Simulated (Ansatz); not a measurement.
Frequency calculation of SiH6O

- system: SiH6O
- method: RKS PBE0/def2-SVP (Ansatz 0.2.0)

It belongs to a series of runs on one base structure; here: vibrations at the highest image of the band.

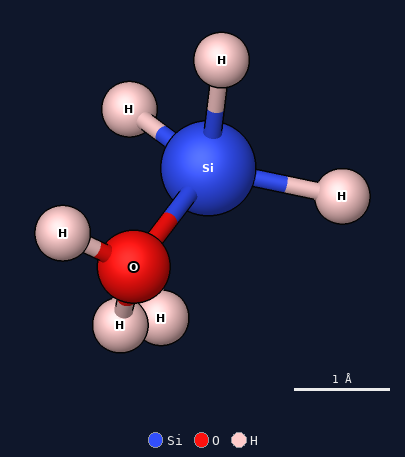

The structure as given in the input (ball-and-stick view, seen at a tilt). Bond lengths as drawn: H–O 0.97 to 1.13 Å, H–Si 1.49 to 1.52 Å and O–Si 1.89 Å.

Input file:
```yaml
crystal:
  periodic: [false, false, false]
  atoms:
    - { symbol: Si, position_ang: [0.066973, -0.08216, 0.015048] }
    - { symbol: O, position_ang: [0.113288, -0.284286, 1.892017] }
    - { symbol: H, position_ang: [-0.714096, -0.311231, 2.398922] }
    - { symbol: H, position_ang: [1.271719, 0.47945, -0.660813] }
    - { symbol: H, position_ang: [-0.823885, 1.130515, 0.206148] }
    - { symbol: H, position_ang: [-0.78202, -0.966844, -0.84143] }
    - { symbol: H, position_ang: [0.989312, -1.51799, 0.461767] }
    - { symbol: H, position_ang: [0.609109, -1.216852, 1.49624] }
basis:
  gaussian: { orbitals: def2-SVP }
hamiltonian:
  xc: pbe0
phonons: {}
```

Run on 1 thread of Arm Neoverse V1, 24 GiB of memory available, shared host.

Run as:
```bash
ansatz run input.yaml --threads 1 --pin off --max-ram 2048MiB --backend cpu --events-out ev --progress --plain --runs-dir out
```

Output:
```
Engine: ansatz 0.2.0, aarch64-unknown-linux-gnu
Functional definition: PBE0
  parameter a = 0.25
  parameter kappa = 0.804
  parameter beta = 0.06672455060314922
  exchange = (1 - a)*pbe_x(kappa = kappa, mu = beta*pi^2/3) + a*exact_x
  correlation = pbe_c(beta = beta)
646 factors; integrals over basis functions are off by at most 3.4e-4 eV
mean field evaluation 1: about -10008.0901 eV, gradient 3.7e1 eV
mean field evaluation 2: about -10004.7127 eV, gradient 5.7e1 eV
mean field evaluation 4: about -10010.4234 eV, gradient 7.2e-1 eV
mean field evaluation 8: about -10010.4255 eV, gradient 3.9e-3 eV
mean field -10010.42546857 eV, -367.8763506597 hartree, gradient 2.1e-5 eV, S^2 0.000000; 0 other end points of the search recorded, 0 dependent functions left out
the calculation of the forces begins
reference -10010.42549191 eV, -367.8763515176 hartree; 14, 14 occupied and 48, 48 virtual orbitals, 646 factors
these checks for a lower state are left out or cut short: stability, starts, cluster_reference, orbital_swaps, neighbouring_geometries, increment
646 factors; integrals over basis functions are off by at most 3.4e-4 eV
mean field evaluation 16: about -10010.4254 eV, gradient 3.8e-5 eV
mean field -10010.42544426 eV, -367.8763497664 hartree, gradient 8.5e-7 eV, S^2 0.000000; 0 other end points of the search recorded, 0 dependent functions left out
[... from here on the field's lines of each further geometry are left out, up to the last ...]
the calculation of the forces begins
reference -10010.42546209 eV, -367.8763504216 hartree; 14, 14 occupied and 48, 48 virtual orbitals, 646 factors
these checks for a lower state are left out or cut short: stability, starts, cluster_reference, orbital_swaps, neighbouring_geometries, increment
646 factors; integrals over basis functions are off by at most 3.4e-4 eV
mean field -10010.42549732 eV, -367.8763517165 hartree, gradient 1.3e-6 eV, S^2 0.000000; 0 other end points of the search recorded, 0 dependent functions left out
the calculation of the forces begins
reference -10010.42552066 eV, -367.8763525741 hartree; 14, 14 occupied and 48, 48 virtual orbitals, 646 factors
WARN: phonons: modes at or below zero, which the zero-point energy, F, S and C_V leave out: 1, the lowest at -1243.64 cm⁻¹. A minimum has none, and a first-order saddle one
Total energy: -10010.42549191 eV, -367.8763515176 hartree
Atom 0 at     0.066973    -0.082160     0.015048 Å, force     0.028831     0.003963    -0.028941 eV/Å
Atom 1 at     0.113288    -0.284286     1.892017 Å, force    -0.029478    -0.022100     0.026784 eV/Å
Atom 2 at    -0.714096    -0.311231     2.398922 Å, force     0.003830     0.010707     0.003644 eV/Å
Atom 3 at     1.271719     0.479450    -0.660813 Å, force    -0.005762     0.011510    -0.007862 eV/Å
Atom 4 at    -0.823885     1.130515     0.206148 Å, force     0.000850    -0.009123    -0.001496 eV/Å
Atom 5 at    -0.782020    -0.966844    -0.841430 Å, force    -0.003183     0.004468     0.004274 eV/Å
Atom 6 at     0.989312    -1.517990     0.461767 Å, force    -0.025654    -0.003382     0.015316 eV/Å
Atom 7 at     0.609109    -1.216852     1.496240 Å, force     0.030568     0.003958    -0.011718 eV/Å
Dipole moment:    -0.271556    -0.104182     0.415989 e Å
Vibrations: -1243.64 212.38 377.99 556.22 653.97 822.81 909.14 930.80 999.28 1059.08 1082.74 1334.67 1679.46 2048.32 2107.35 2210.59 2242.09 3795.33 cm⁻¹, zero-point energy 1.427196 eV
```

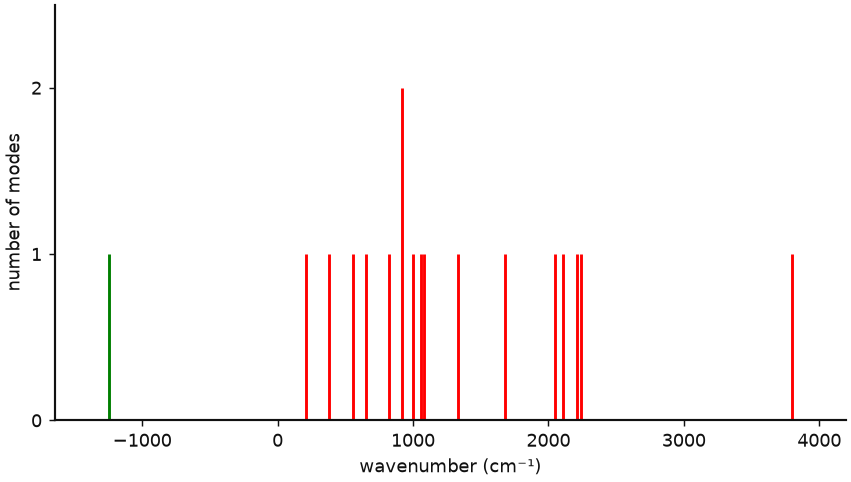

Harmonic vibrational wavenumbers from the force constants; neighbouring modes closer than 23 cm⁻¹ are counted in one stick, and imaginary ones are drawn at negative wavenumbers. 18 modes from 1244i to 3795 cm⁻¹, 1 imaginary beyond 8i (1244i cm⁻¹): a first-order saddle point, if the geometry is stationary.

Summary:

```json
{"quantity": "outcome", "value": "converged"}
{"quantity": "total energy", "value": "−10010.4255 eV"}
{"quantity": "mean-field energy", "value": "−10010.4255 eV"}
{"quantity": "largest force (length of the vector)", "value": "0.046 eV/Å"}
{"quantity": "wall time", "value": "47 s"}
{"quantity": "peak memory", "value": "0.11 GiB"}
```
